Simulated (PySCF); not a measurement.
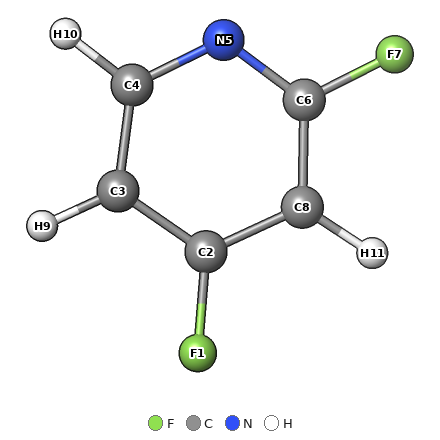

C₅H₃F₂N (2,4-difluoropyridine), SMILES Fc1ccnc(F)c1. Vertical core-electron binding energies by ΔSCF (SCAN, pcX-2 on the ionised atom, pcseg-1 elsewhere, spin-free X2C; PySCF, at a PBE0-D3(BJ)/def2-SVP geometry (no frequency check)), gas phase, against the vacuum level. One atom of each kind was ionised; within a panel, areas follow the number of like atoms, each panel is scaled alone, Gaussians of 0.6 eV full width. Only the regions named are shown. Lines closer than the width merge in the curve.

Predict the C 1s and F 1s photoelectron lines.

Answer.
```tsv
level	atoms	binding energy (eV)
C 1s	C6	294.2
C 1s	C2	293.9
C 1s	C4	292.1
C 1s	C8	291.3
C 1s	C3	291.2
F 1s	F1	693.8
F 1s	F7	693.4
```

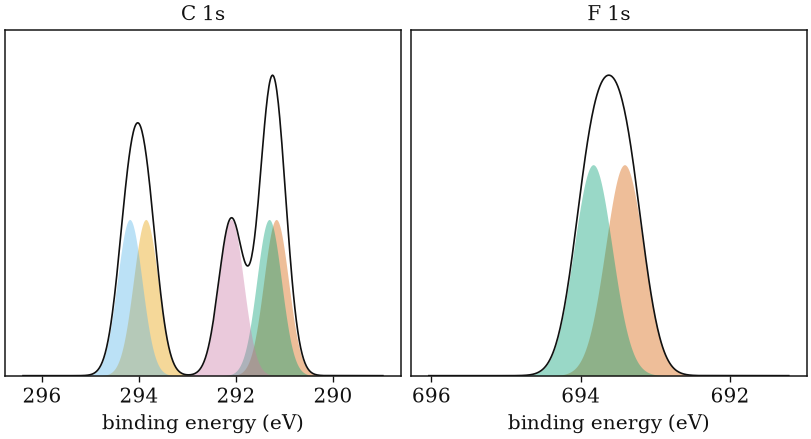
